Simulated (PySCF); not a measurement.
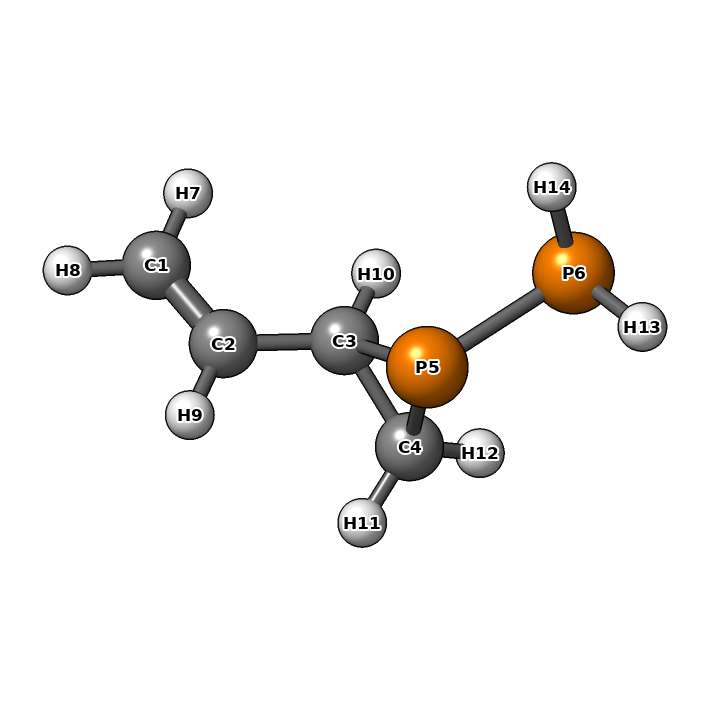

The thickness of each stick grows with its Mayer bond order. Computed geometry: GFN2-xTB optimisation. No frequency run is at hand to confirm it as a minimum. Level of theory: PBE0/pcSseg-1 (PySCF 2.14.0).

Question: Which bond has the highest Mayer bond order?

Answer: C1–C2, 1.96, at a length of 1.324 Å.

List the Mayer bond orders of C1–C2, C1–H7, C1–H8, C2–C3, C2–H9, C3–C4, C3–P5, C3–H10, C4–P5, C4–H11, C4–H12, P5–P6, P6–H13, P6–H14.

```csv
bond,Mayer order,length (Å)
C1–C2,1.96,1.324
C1–H7,0.96,1.078
C1–H8,0.95,1.076
C2–C3,1.03,1.463
C2–H9,0.95,1.083
C3–C4,0.93,1.498
C3–P5,0.88,1.884
C3–H10,0.93,1.087
C4–P5,0.91,1.845
C4–H11,0.95,1.083
C4–H12,0.94,1.083
P5–P6,1.01,2.169
P6–H13,0.93,1.394
P6–H14,0.94,1.394
```

The geometry is semi-empirical. Around P such bond lengths and angles can be off by a tenth of an ångström or more and by several degrees, and values that hang on the shape move with them.
